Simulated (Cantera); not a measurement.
A closed system holds: 1 mol BF3, 4.8 mol O2, 0.45 mol N2, held at 0.000140 bar.

Method: chemical equilibrium by Gibbs-energy minimisation in Cantera with the NASA 1993 tables (ideal gas, pure condensed phases). Candidate condensed phases: B, BN, B2O3; 31 gas species. The numbers say what is thermodynamically allowed, not how fast it happens.

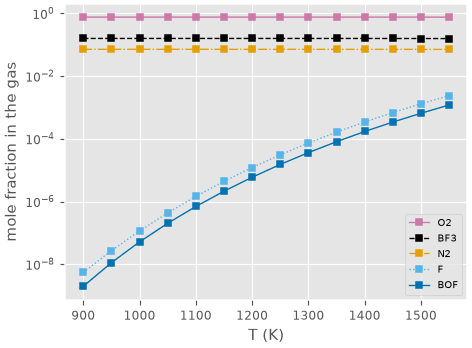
Fig. 1. Equilibrium gas composition (values under 1e-9 drawn at 1e-9)

From 900 K to 1550 K nothing is condensed. The main B-bearing gas is BF3 throughout.
